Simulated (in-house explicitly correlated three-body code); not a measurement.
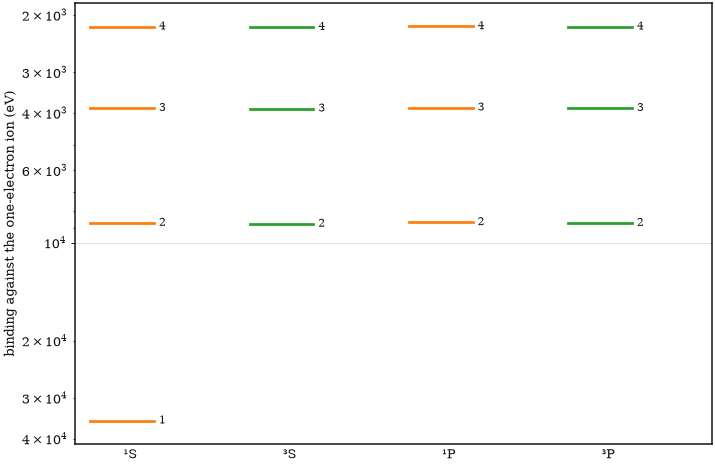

Two electrons around a point charge Z = 51.532. Computed variationally in 260 exponentially correlated functions with an in-house code, non-relativistic, converged to about 10⁻⁸ of the energy. The plot shows the bound S and P states that converged, by term and principal number n, on a logarithmic scale of binding.

Question: Describe the level scheme.

Answer: The ground state is bound by 35.26 keV. The n = 2 states drawn run, from the deepest, 2 ³S (8770 eV), 2 ³P (8718 eV), 2 ¹S (8711 eV), 2 ¹P (8672 eV). Exchange puts 2 ³S below 2 ¹S by 59.7 eV and 2 ³P below 2 ¹P by 45.6 eV. Quantum defects n − (Z − 1)/√(2 E(binding)): 2 ³S 0.010, 2 ³P 0.004, 2 ¹S 0.003, 2 ¹P −0.001.
